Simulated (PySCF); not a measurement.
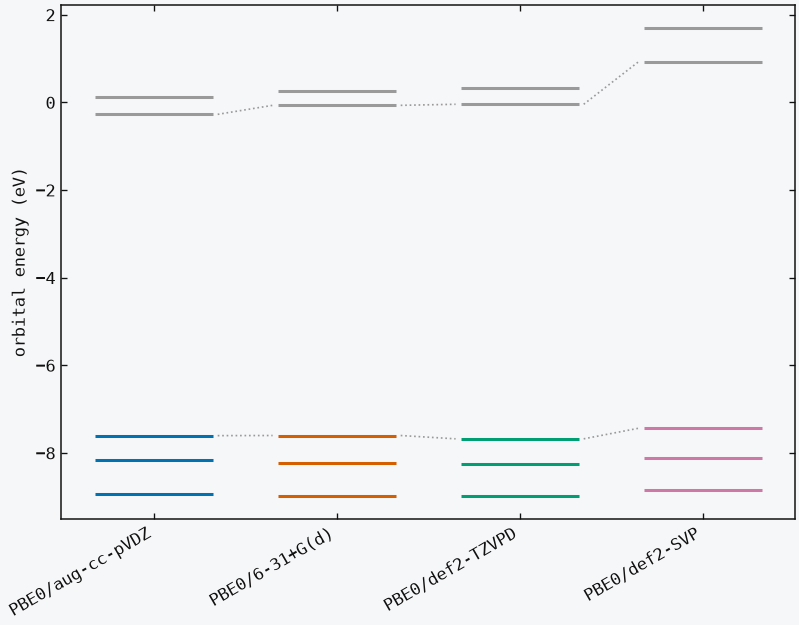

Frontier orbital energies of CH₉NOSi₂, SMILES C[Si@H](N)O[SiH3] at one geometry, PySCF, at a PBE0-D3(BJ)/def2-SVP geometry (no frequency check). Empty levels are grey, levels within 0.1 eV stand side by side; all columns show the same few orbitals around the gap. Dotted lines join the HOMOs and the LUMOs.

**Compare the HOMO-LUMO separations.**

The separation grows from 7.33 eV (PBE0/aug-cc-pVDZ) to 8.37 eV (PBE0/def2-SVP).

| level | HOMO (eV) | LUMO (eV) | separation (eV) |
| --- | --- | --- | --- |
| PBE0/aug-cc-pVDZ | −7.61 | −0.27 | 7.33 |
| PBE0/6-31+G(d) | −7.60 | −0.07 | 7.54 |
| PBE0/def2-TZVPD | −7.68 | −0.04 | 7.63 |
| PBE0/def2-SVP | −7.44 | 0.93 | 8.37 |

Caveats, for all or some of the runs: empty levels above zero depend strongly on the basis; one conformer of a flexible molecule.
